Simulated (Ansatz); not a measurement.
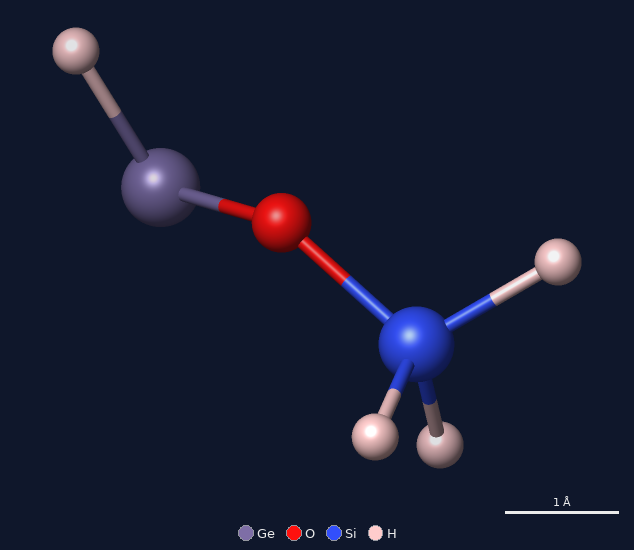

Rendered structure (ball-and-stick style).

The geometry was computed by an optimisation with PBE0-D4/def2-TZVP.

What does the picture show?

The molecule is GeH₄OSi. The point group is Cs. Coordination: 1 Ge bent; 1 O bent; 1 Si tetrahedral.

The parts below concern this one geometry. Atoms keep their numbers from picture to picture.

### Charges

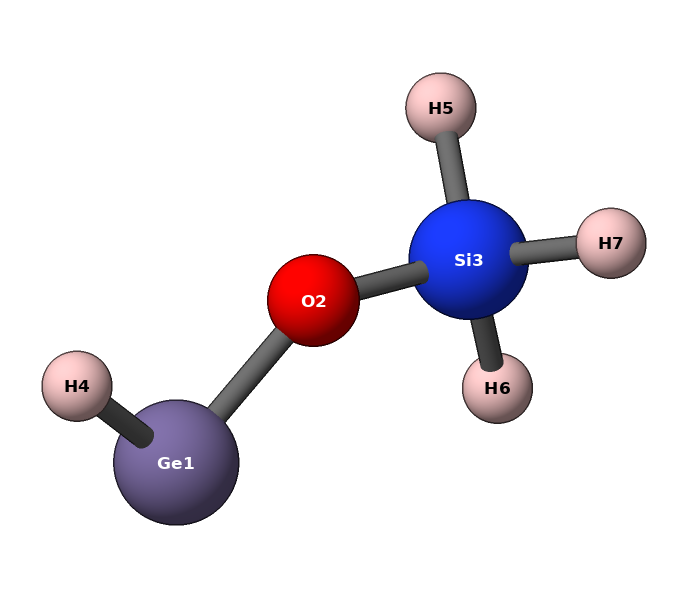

The questions are on Mulliken charges. Properties computed with RKS PBE0-D4/def2-TZVP (Ansatz 0.2.0).

List the Mulliken charges.

| atom | value (e) |
| --- | --- |
| Ge1 | 0.30 |
| O2 | −0.45 |
| Si3 | 0.30 |
| H4 | −0.04 |
| H5 | −0.04 |
| H6 | −0.04 |
| H7 | −0.04 |

### Dipole moment

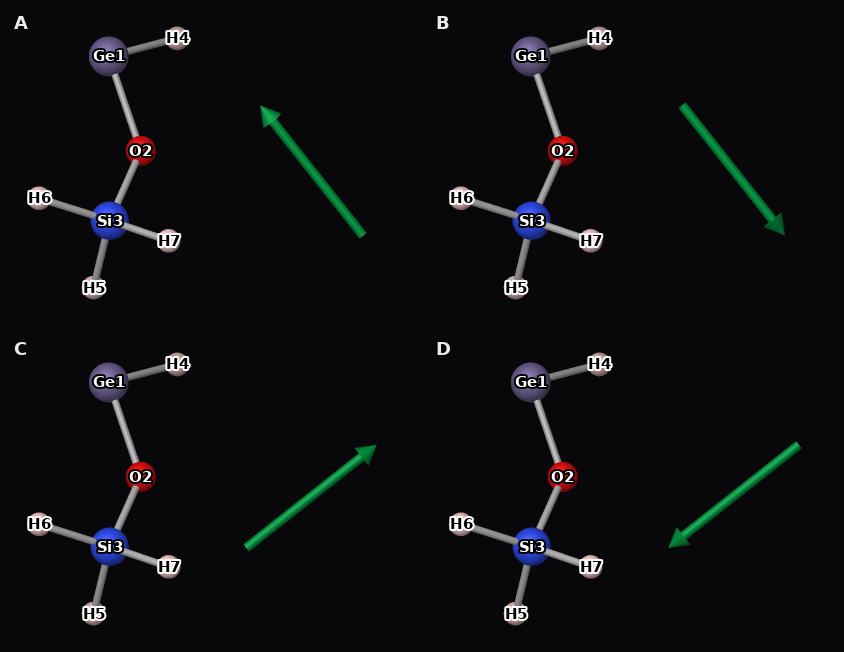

The same molecule four times, each with an arrow. Properties computed with RKS PBE0-D4/def2-TZVP (Ansatz 0.2.0).

Which arrow points along the dipole moment, from the negative to the positive end?

Answer. A. The dipole moment is 0.82 D; it points from the side of H5, H7 to the side of Ge1 (the outermost atoms at the two ends).

### Thermal motion

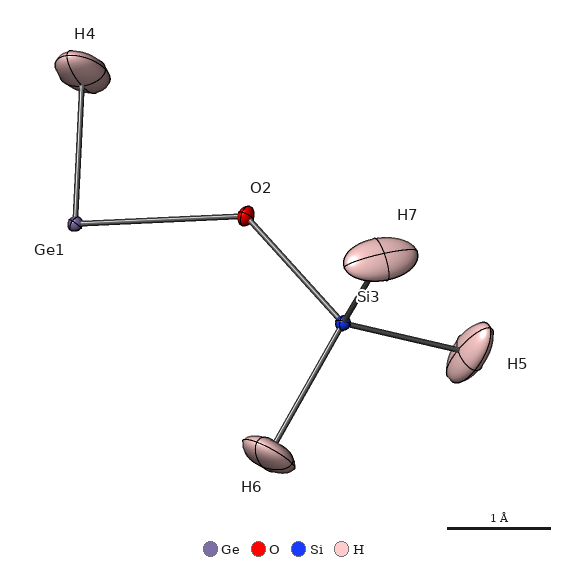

Displacement ellipsoids at the 50 % level, from the internal vibrations of the free molecule (harmonic, no overall translation or rotation; no half-axis is drawn under 0.075 Å). Vibrations computed with RKS PBE0-D4/def2-TZVP (Ansatz 0.2.0). Temperature: 0 K (zero-point motion alone).

Which atom moves most?

Answer. H4, with U_eq = 0.0357 Å².

Does H4 move more along its bond or across it?

Answer. Across it: the root-mean-square amplitude is 0.095 Å along the bond and up to 0.273 Å across, since bending and torsion are softer than stretching.

List U_eq and the three principal root-mean-square amplitudes for each kind of atom.

```csv
atom,U_eq (Å²),rms amplitudes (Å)
Ge1,0.00019,"0.007, 0.010, 0.021"
O2,0.0031,"0.032, 0.064, 0.066"
Si3,0.00076,"0.015, 0.015, 0.043"
H4,0.0357,"0.095, 0.153, 0.273"
"H5, H7",0.0304,"0.089, 0.145, 0.250"
H6,0.0272,"0.087, 0.179, 0.205"
```

Mulliken values depend strongly on the basis set and can even reverse the polarity of a bond.
